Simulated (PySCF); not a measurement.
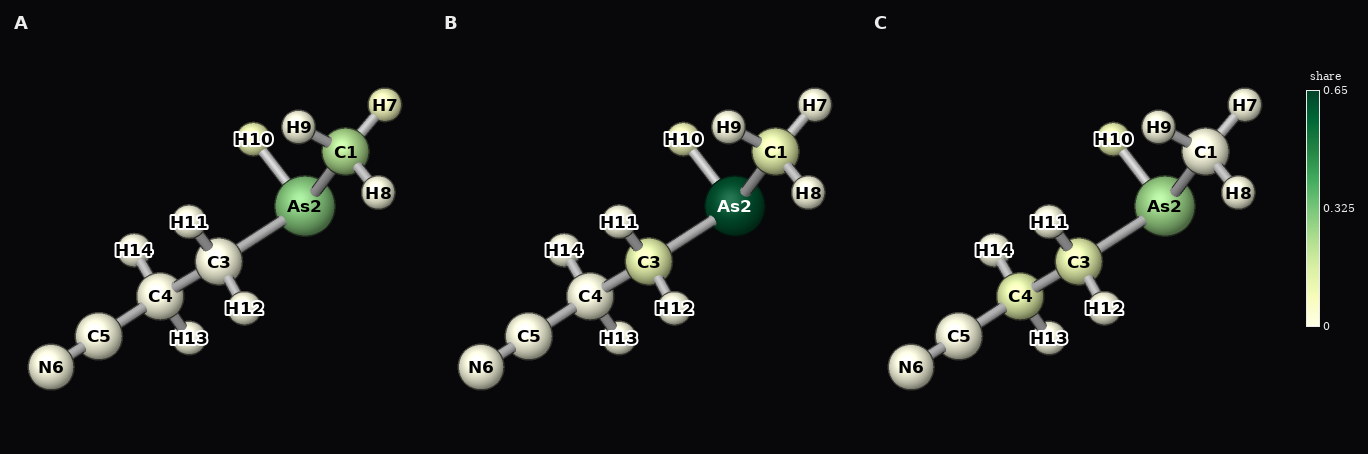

Each panel colours the atoms by their Löwdin share in one orbital (up to four of the largest shares; other atoms are shown as zero). The computed structure is the end point of a GFN2-xTB optimisation. No frequency run is at hand to confirm it as a minimum. Level of theory: CAM-B3LYP/def2-SVPD (PySCF 2.14.0).

The panels show the HOMO, LUMO, LUMO+1, in some order. Which is which?

A: LUMO+1, 0.81 eV; As2 0.30, C1 0.24, H10 0.10, H7 0.07
B: HOMO, −8.67 eV; As2 0.62, C3 0.12, C1 0.11, H10 0.07
C: LUMO, 0.70 eV; As2 0.27, C4 0.12, C3 0.12, H10 0.10

The geometry is semi-empirical. Around As such bond lengths and angles can be off by a tenth of an ångström or more and by several degrees, and values that hang on the shape move with them.
